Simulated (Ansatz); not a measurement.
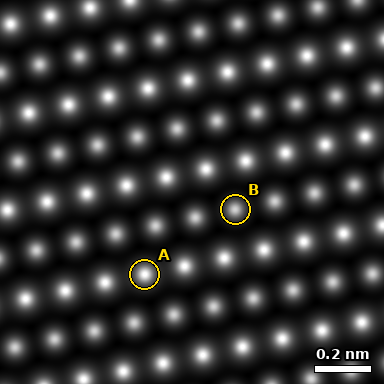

Map of the projected electrostatic potential of SnGe2 (Fm-3m, No. 225) along [210]. Computed as the sum of neutral-atom potentials (tabulated electron scattering factors, B = 0.3 Å²) projected along the beam and smoothed by 0.25 Å; brighter is more positive. The display is stretched by a gamma of 0.7; percentages refer to the linear signal. Model: coordinates from a relaxation with DFT LDA, scalar-relativistic, plane waves, PAW in Ansatz 0.2.0; the starting structure was generated, so it need not be a known form of this composition.

```
Sn Ge
1.0
     6.61533    0.00000    0.00000
     0.00000    6.61533    0.00000
     0.00000    0.00000    6.61533
Sn Ge
4 8
Direct
  0.00000 0.00000 0.00000
  0.00000 0.50000 0.50000
  0.50000 0.00000 0.50000
  0.50000 0.50000 0.00000
  0.25000 0.25000 0.75000
  0.25000 0.75000 0.75000
  0.25000 0.75000 0.25000
  0.25000 0.25000 0.25000
  0.75000 0.25000 0.25000
  0.75000 0.75000 0.25000
  0.75000 0.75000 0.75000
  0.75000 0.25000 0.75000
```

> Assign the marked columns.

A: Ge (2 Ge per 14.79 Å along the beam; the brightest kind). B: Sn (1 Sn per 14.79 Å along the beam; about 75 % of the brightest peak). Brightness is counted from the darkest point of the image.
